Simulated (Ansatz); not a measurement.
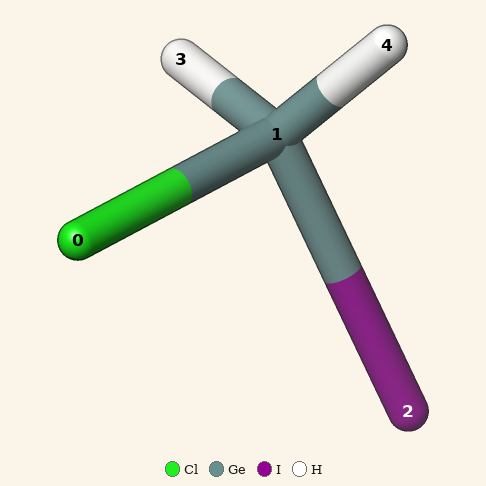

The picture shows the input geometry. Atoms are numbered from 0, in the order of the input.

Input file:

```yaml
crystal:
  periodic: [false, false, false]
  atoms:
    - {symbol: Cl, position_ang: [-1.998259, 0.776691, 0.434574]}
    - {symbol: Ge, position_ang: [0.091468, 0.027002, -0.355352]}
    - {symbol: I, position_ang: [1.277794, -0.584054, 1.968418]}
    - {symbol: H, position_ang: [-0.212607, -1.273161, -1.075648]}
    - {symbol: H, position_ang: [0.757796, 1.012092, -0.994601]}
basis:
  gaussian: {orbitals: def2-TZVP}
total_charge: -1
magnetization: {spin_polarized: true, initial_magnetization: 1}
hamiltonian: {xc: {name: LC-wPBE}}
output: {forces: true}
```

It was started with:

```sh
ansatz run in.yaml --threads 2 --pin off --events-out ev --progress --plain --max-ram 32768MiB --backend cpu
```

What the program printed:

```
Functional definition: LC-wPBE
  name "LC-wPBE"
  cite "Vydrov & Scuseria, J. Chem. Phys. 125, 234109 (2006) doi:10.1063/1.2409292"
  cite "Heyd & Scuseria, J. Chem. Phys. 120, 7274 (2004) doi:10.1063/1.1668634"
  cite "Ernzerhof & Perdew, J. Chem. Phys. 109, 3313 (1998) doi:10.1063/1.476928"
  cite "Perdew, Burke & Ernzerhof, Phys. Rev. Lett. 77, 3865 (1996) doi:10.1103/PhysRevLett.77.3865"
  parent pbe
  parameter omega = 0.4/bohr
  exchange = pbe_x_sr(omega) + exact_x_lr(omega)
  correlation = pbe_c
1069 factors; their error is unknown
285 factors; integrals over basis functions are off by at most 8.6e-5 eV
mean field evaluation 1: about -77165.5258 eV, gradient 1.9e1 eV
mean field evaluation 2: about -77165.9518 eV, gradient 2.1e1 eV
mean field evaluation 4: about -77166.7509 eV, gradient 7.2e-1 eV
mean field evaluation 8: about -77166.7681 eV, gradient 1.3e-1 eV
mean field evaluation 16: about -77166.7540 eV, gradient 8.0e-3 eV
mean field evaluation 32: about -77166.7424 eV, gradient 1.2e0 eV
mean field -77166.75398344 eV, -2835.8259033869 hartree, gradient 2.3e-5 eV, S^2 0.757011; 2 other end points of the search recorded, 0 dependent functions left out
the calculation of the forces begins
reference -77166.75398344 eV, -2835.8259033871 hartree; 39, 38 occupied and 108, 109 virtual orbitals, 1069 factors
Total energy: -77166.75398344 eV, -2835.8259033871 hartree
Atom 0 at    -1.998259     0.776691     0.434574 Å, force     0.536509    -0.053839    -0.914385 eV/Å
Atom 1 at     0.091468     0.027002    -0.355352 Å, force    -3.528799    -2.936215     3.190560 eV/Å
Atom 2 at     1.277794    -0.584054     1.968418 Å, force     1.186397    -0.546637     1.602418 eV/Å
Atom 3 at    -0.212607    -1.273161    -1.075648 Å, force    -0.175585    -0.037992    -0.837938 eV/Å
Atom 4 at     0.757796     1.012092    -0.994601 Å, force     1.981479     3.574684    -3.040656 eV/Å
Dipole moment:     0.344908    -0.046912    -0.386973 e Å
```

The run converged.
